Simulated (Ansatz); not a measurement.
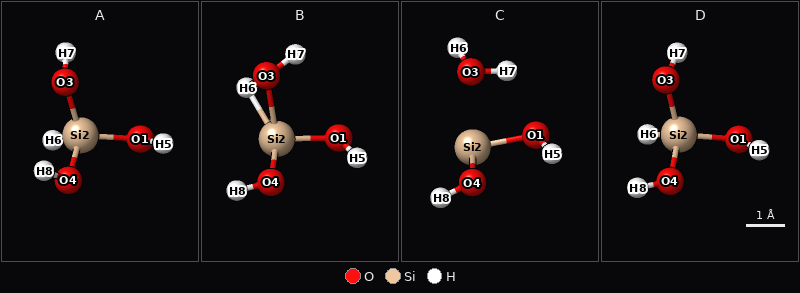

4 geometries from a converged minimum-energy path of SiH₄O₃, shuffled. The picture is a ball-and-stick view, seen at a tilt.

Level of theory: Ansatz, RKS r2SCANh-D4/cc-pVDZ. Settings: 5 movable images; climbing image; force threshold 0.05 eV/Å; iteration limit 60; starting path through a guess of the saddle point.

Question: Which frame is the top of the path?

Answer: B. In order along the path, whose images run from 0 to 6: A (image 0, 0.0 kcal/mol), D (image 1, +2.1 kcal/mol), B (image 3, +72.7 kcal/mol), C (image 6, +45.4 kcal/mol). Breaking: Si2–H6 (1.48 → 1.61 at the top → 2.73 Å), Si2–O3 (1.68 → 1.92 at the top → 2.31 Å). Forming: O3–H6 (2.61 → 1.32 at the top → 0.97 Å).
